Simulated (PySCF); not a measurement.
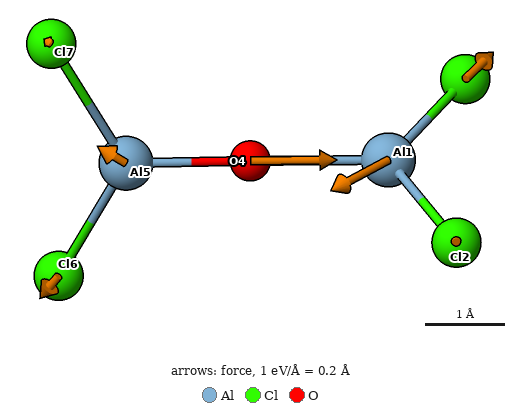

Starting geometry of Al2OCl4 with the computed forces as orange arrows. A ball-and-stick model, seen face on.

The start comes from GFN2-xTB. Its atoms were then displaced at random by about 0.03 Å.

Level of theory: PBE0-D3(BJ)/def2-SVP geometry optimisation, gas phase in PySCF 2.14.0, density-fitted response routines. 

### What follows when this structure is relaxed?

It isn't relaxed: the largest force vector, on the O atom, is 5.64 eV/Å. The final displacements follow the starting forces only in part (cosine between the two patterns 0.50). After 8 geometry steps the energy has fallen by 14.7 kcal/mol. A Cl atom moves most after the best rigid fit: 0.17 Å. By element the largest moves are Cl 0.17 Å, O 0.09 Å, Al 0.09 Å. Some distances before and after: Al–Cl 1.936 → 2.079 Å, Al–O 1.589 → 1.679 Å, Al–Cl 1.988 → 2.078 Å, Al–O 1.768 → 1.680 Å. Bond angles that change, for instance: Cl–Al–Cl 126.6° → 119.7°, Cl–Al–O 114.3° → 120.5°, Cl–Al–Cl 125.0° → 119.4°.
